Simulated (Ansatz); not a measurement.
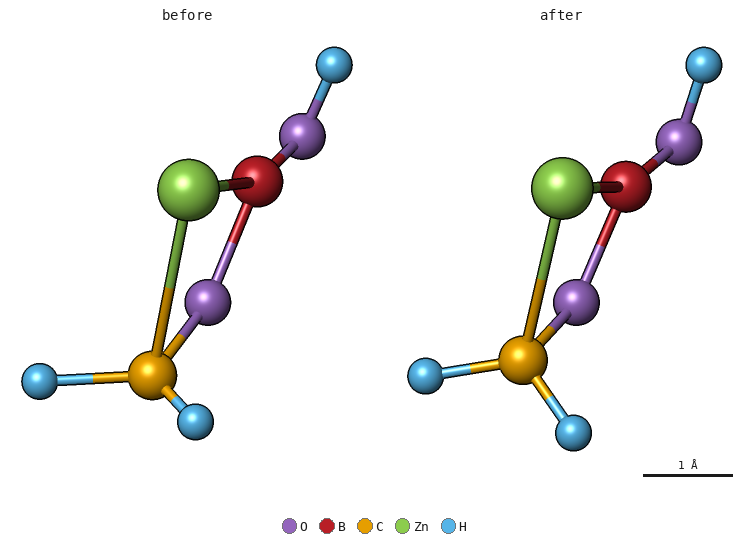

The structure of CH$_{3}$BO$_{2}$Zn before (left) and after (right) a relaxation, at one scale.

Style: ball-and-stick. Shown from a free direction.

The calculation used RKS BHLYP-d3bj/pcseg-2 in Ansatz.

Input file:
```yaml
crystal:
  periodic: [false, false, false]
  atoms:
    - {symbol: O, position_ang: [-0.137050, 1.586236, 1.649046]}
    - {symbol: B, position_ang: [-0.152528, 0.963568, 0.570352]}
    - {symbol: O, position_ang: [0.080391, -0.486985, 0.354519]}
    - {symbol: C, position_ang: [0.160907, -1.437912, -0.646238]}
    - {symbol: Zn, position_ang: [-0.337868, 0.664359, -1.780039]}
    - {symbol: H, position_ang: [-0.457493, 2.436279, 1.420579]}
    - {symbol: H, position_ang: [-0.563982, -1.878892, -0.880999]}
    - {symbol: H, position_ang: [1.303652, -1.738633, -1.125328]}
basis:
  gaussian: {orbitals: pcseg-2, point_charges: [{charge: -1.00, position_ang: [5.432, 0.570, 0.938]}]}
hamiltonian: {xc: {name: BHLYP}, dispersion: d3bj}
relax: {f_tol: 0.001, max_steps: 2}
output: {forces: true}
```

Command:
```bash
ansatz run in.yaml --threads 4 --pin off --events-out ev --progress --plain --max-ram 10444MiB
```

What changed between the two?

The relaxation stopped without meeting its thresholds, so the last structure isn't shown to be converged. The input was poor on purpose: steps. After 1 geometry step the energy has fallen by 247.1 kJ/mol. The largest force component goes from 14 to 3.2 eV/Å. C4 moves most after the best rigid fit: 0.19 Å. Largest moves by element: C 0.19 Å, H 0.16 Å, B 0.10 Å, O 0.08 Å, Zn 0.04 Å. Some distances before and after: C4–H7 0.880 → 1.073 Å, C4–Zn5 2.440 → 2.259 Å, C4–H8 1.275 → 1.125 Å, B2–Zn5 2.377 → 2.269 Å. Bond angles that change, for instance: Zn5–C4–H7 98.0° → 112.7°, B2–O3–C4 141.8° → 130.3°, Zn5–C4–H8 102.2° → 113.1°. The run took 5 s on 4 threads of Intel Xeon Platinum 8488C, on a shared host.
